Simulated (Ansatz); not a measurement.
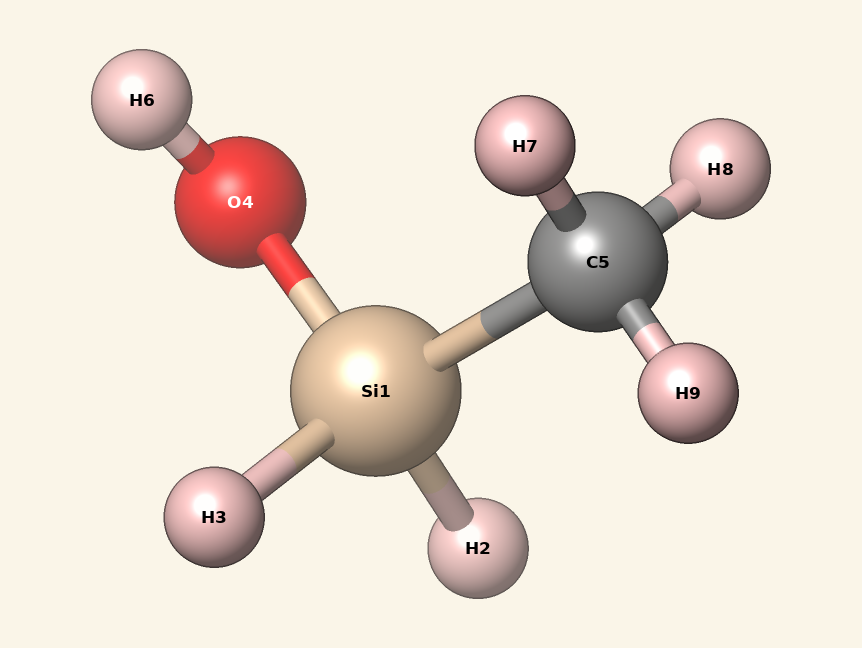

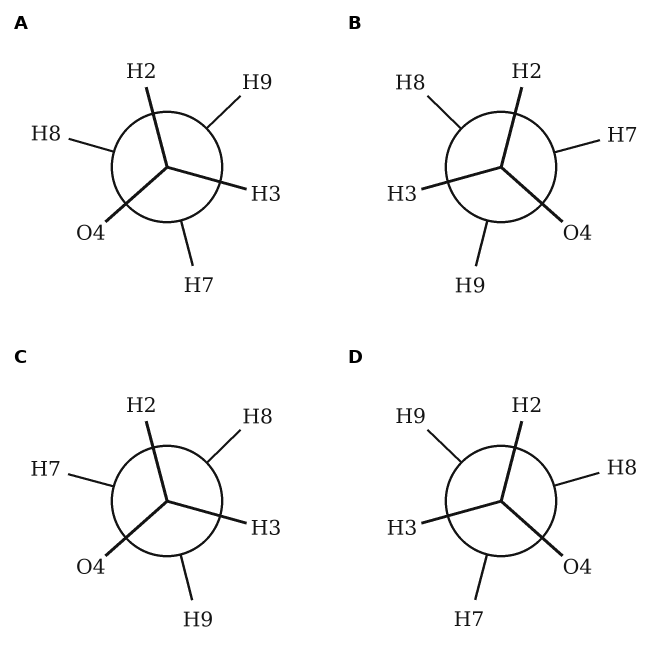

Distant atoms are faded towards the background colour. Bonds that would overlap in a projection are set slightly apart. Computed geometry: PBE0-D4/def2-TZVP optimisation.

**Which Newman projection shows the view along Si1–C5, with Si1 in front?**

D. The torsion angle O4–Si1–C5–H7 is 63°, synclinal (gauche).
